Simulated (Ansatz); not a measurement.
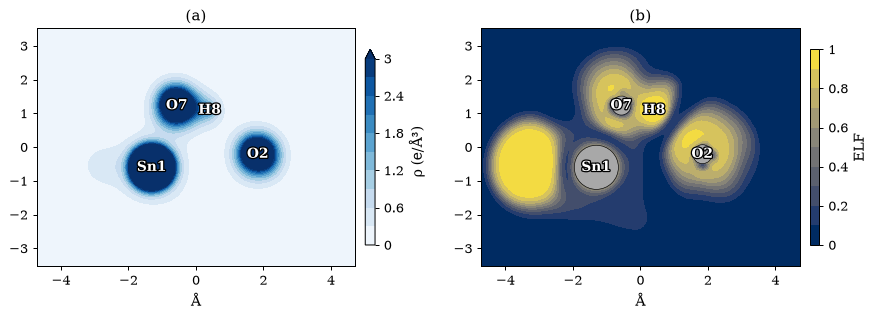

Figure 1: H₄O₂SSn···H₂O. (a) electron density; (b) ELF on the plane of atoms Sn1, O7 and H8. Grey discs cover the atomic cores in the ELF map.

Core potentials replace the inner electrons of Sn.

These are results of RKS B3LYP-D4/def2-SVP in Ansatz, not measurements.

```yaml
atoms:
  - { symbol: Sn, position_ang: [0.4434, 0.5612, -0.4088] }
  - { symbol: O, position_ang: [-1.1225, -0.1620, 2.2540] }
  - { symbol: H, position_ang: [-1.5654, 0.3714, 1.5595] }
  - { symbol: H, position_ang: [0.7627, 0.5304, -2.0929] }
  - { symbol: O, position_ang: [-1.4293, 1.2441, -0.0758] }
  - { symbol: H, position_ang: [-2.0365, 1.0770, -0.8111] }
  - { symbol: O, position_ang: [0.5543, -1.2788, 0.3005] }
  - { symbol: H, position_ang: [0.0530, -1.2389, 1.1437] }
  - { symbol: S, position_ang: [1.7524, 2.0853, 0.9583] }
  - { symbol: H, position_ang: [2.6128, 1.0959, 1.3021] }
  - { symbol: H, position_ang: [-0.7216, 0.4997, 2.8357] }
```

What does the map show?

- The section cuts through Sn, O and H sites.
- Sn–O (1.98 Å): ρ at the midpoint is about 0.75 e/Å³; the ELF peaks at about 0.80 in the valence shell of O, 0.6 Å from its nucleus, and drops to about 0.15 between the two atoms.
- O–H (0.98 Å): ρ at the midpoint is about 3.6 e/Å³; the ELF climbs to about 1 towards the hydrogen, as it does in any bond to H (a covalent bond by its length).
- The ELF also peaks beside O7, away from the bonds: lone-pair regions.
